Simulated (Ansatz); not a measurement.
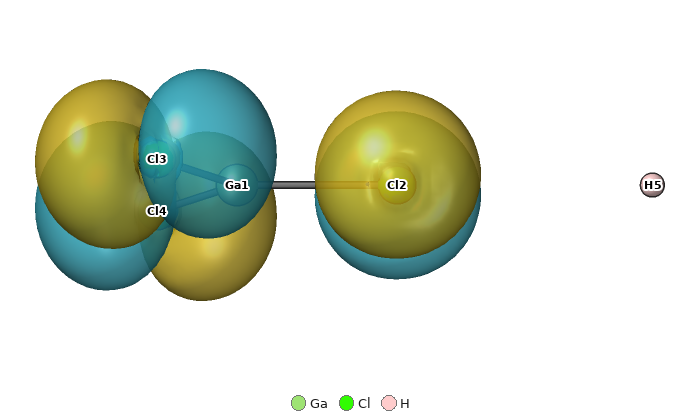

*Cl₃Ga···H (doublet). The HOMO−1 (α) at ±0.08 Å⁻³ᐟ² (yellow and cyan are the two phases), seen from one side.*

The calculation used UKS PBE0-D4/def2-SVP (Ansatz 0.2.0).

Input file:

```
crystal:
  periodic: [false, false, false]
  atoms:
    - { symbol: Ga, position_ang: [0.0, 0.0, -0.102549] }
    - { symbol: Cl, position_ang: [0.0, 0.0, 2.101049] }
    - { symbol: Cl, position_ang: [1.853263, 0.0, -1.131436] }
    - { symbol: Cl, position_ang: [-1.853263, 0.0, -1.131436] }
    - { symbol: H, position_ang: [0.0, 0.0, 4.674372] }
magnetization:
  spin_polarized: true
  initial_magnetization: 1
basis:
  gaussian: { orbitals: def2-SVP }
hamiltonian:
  xc: pbe0
  dispersion: d4
relax:
  f_tol: 0.03
  max_steps: 50
output:
  orbitals: {}
```

Run with:

```sh
ansatz run input.yaml --threads 4 --pin off --max-ram 5120MiB --backend cpu --events-out ev --progress --plain --runs-dir out
```

The fields are those of the relaxed geometry.

Q: Describe this orbital and give its energy.

A: Its weight (Hirshfeld) is mainly on Cl4 (about 30 %), Cl3 (about 30 %) and Cl2 (about 30 %); it is symmetric in the molecular plane (an in-plane orbital: σ, lone-pair or in-plane π type); largely a combination of lone pairs on Cl4, Cl3 and Cl2. Its energy is −9.32 eV.
